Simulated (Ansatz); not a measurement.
The structure in question:

```yaml
crystal:
  lattice:
    - [3.44286, 0.00000, 0.00000]
    - [-1.72143, 2.98161, 0.00000]
    - [0.00000, 0.00000, 5.34984]
  atoms:
    - { symbol: Lu, position: [0.33333, 0.66667, 0.75000] }
    - { symbol: Lu, position: [0.66667, 0.33333, 0.25000] }
```

### Characterise the structure given above.

The element is lutetium. It belongs to space group P6_3/mmc (No. 194) and has a primitive hexagonal lattice. The structure is of the kind named hexagonal close-packed (Mg type). The cell holds two atoms. The coordination shell of Lu holds twelve Lu in an anticuboctahedral arrangement at 3.33 to 3.44 Å. The bonds build a three-dimensional framework.

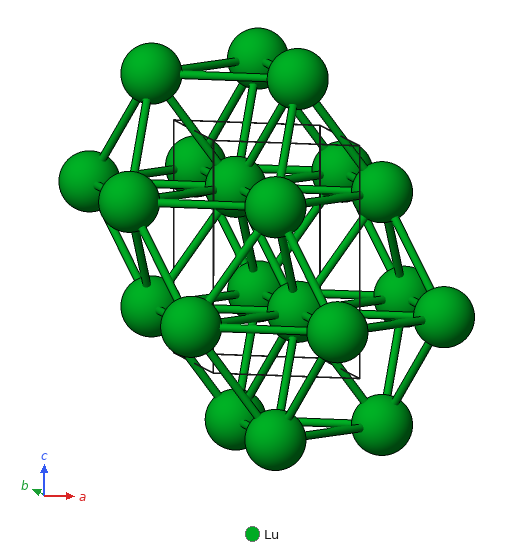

Shown here is a ball-and-stick view of the crystal, taken slightly off an axis. The wireframe shows the conventional unit cell. The bonded neighbours beyond the faces are included.

The initial geometry was the standard structure of this element. The structure drawn was relaxed with DFT PBEsol, scalar-relativistic, plane waves, PAW in Ansatz.
